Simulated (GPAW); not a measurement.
The Si K edge of atom 1 in SiO2 (Stishovite, P4_2/mnm), with 4 O at 1.76 Å and 2 O at 1.81 Å (octahedral, site symmetry mmm), was computed in 2 ways: full core hole (charged cell) and no core hole. Program and functional: GPAW, PBE, Gaussian full width 0.9 eV up to 4 eV, rising linearly to 3.5 eV at 25 eV; cells of 6 and 12 atoms (the run without a hole in the smaller).

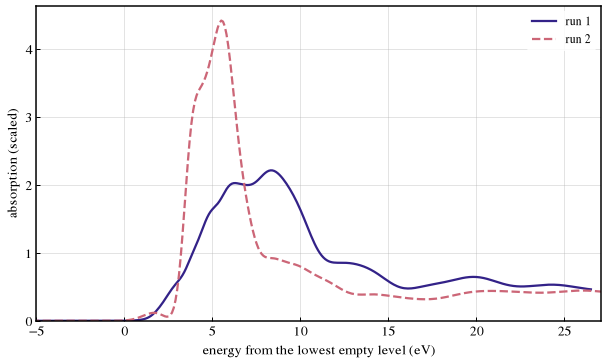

Each run is counted from its own lowest empty level or Fermi level and scaled to a mean of 1 over its first 20 eV.

**Question.** Which run is which?

Run 1: no core hole (area from −2 to 6 eV 4.5, main maxima 8.3 eV (2.21) and 19.8 eV (0.65)). Run 2: full core hole (charged cell) (area from −2 to 6 eV 10.0, main maxima 5.5 eV (4.42)). With each curve scaled to its own mean, the area from −2 to 6 eV with the hole is 10.0 against 4.5, and the centre of weight from −1 to 20 eV moves by -1.9 eV: the hole pulls the absorber's empty states down.

[Hosts, paths, dates, database ids (printed as entryN), source tags and the programs' standing remarks are cut or masked in the printed files.]

[Lists of maxima count a maximum above −3 eV only where it reaches 4 % of the highest in the window and stands out from its surroundings by 2 % of it (1.5 % where it reaches 55 %); shoulders and weaker maxima are passed over, and of the rest the first, up to two pre-edge ones and the few strongest are named.]
